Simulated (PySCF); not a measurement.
```
atom    x (Å)    y (Å)    z (Å)
   C  -2.7171  -0.1818  -0.0444
   C  -1.3496   0.4021   0.2780
   C  -0.3385   0.3666  -0.8902
   C   0.9308  -0.1391  -0.1693
   C   1.6679  -1.2621  -0.8792
   C   1.8581   0.9358   0.2404
   O   3.0556   0.8433   0.3588
   O   1.2122   2.0759   0.5842
  Si  -0.1381  -0.5671   1.4001
   H  -2.6290  -1.2112  -0.3851
   H  -3.2023   0.3974  -0.8292
   H  -3.3560  -0.1678   0.8360
   H  -1.4835   1.4301   0.6206
   H  -0.6434  -0.3599  -1.6426
   H  -0.2015   1.3306  -1.3784
   H   1.0248  -2.1320  -0.9928
   H   1.9917  -0.9369  -1.8677
   H   2.5515  -1.5464  -0.3132
   H   1.8592   2.7290   0.8900
   H  -0.3580  -2.0097   1.5071
   H   0.2563   0.0201   2.6765
```

Geometry: GFN2-xTB.

Computed with PBE0/pcSseg-1, SCF density, gas phase, non-relativistic in PySCF 2.14.0.

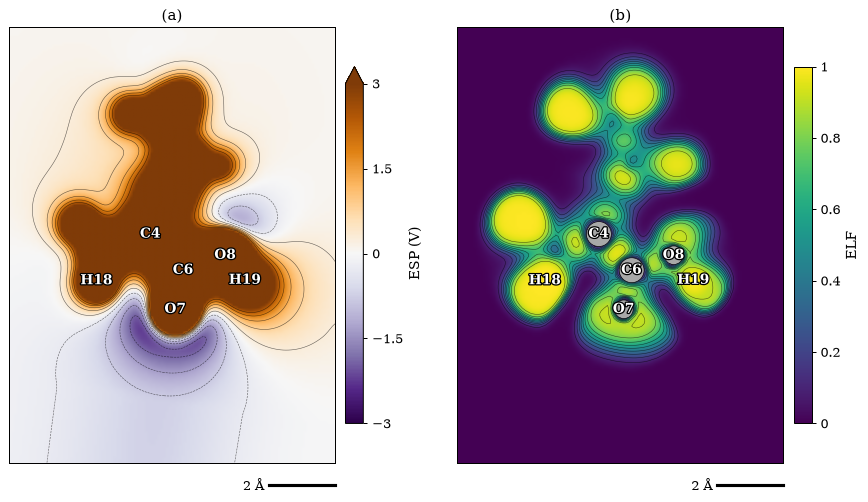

C₆H₁₂O₂Si. (a) electrostatic potential; (b) electron localisation function on the plane of atoms C4, C6 and O7. Grey discs cover the atomic cores in the ELF map.

### Interpret the plot.

- The plane passes through C, O and H nuclei.
- C–O (1.21 Å): the ELF peaks at about 0.85 between the atoms (a multiple bond).
- C–C (1.48 Å): the ELF peaks at about 0.95 between the atoms; localised, covalent bonding.
- O–H (0.97 Å): the ELF climbs to about 1 towards the hydrogen, as it does in any bond to H (an ordinary covalent bond to hydrogen).
- C–O (1.35 Å): the ELF peaks at about 0.90 between the atoms: a shared but strongly polarised pair.
- The ELF also peaks beside O7 and O8, away from the bonds: lone-pair regions.
- Outside the dense part of the molecule the potential is most negative (−2.2 V) near O7.
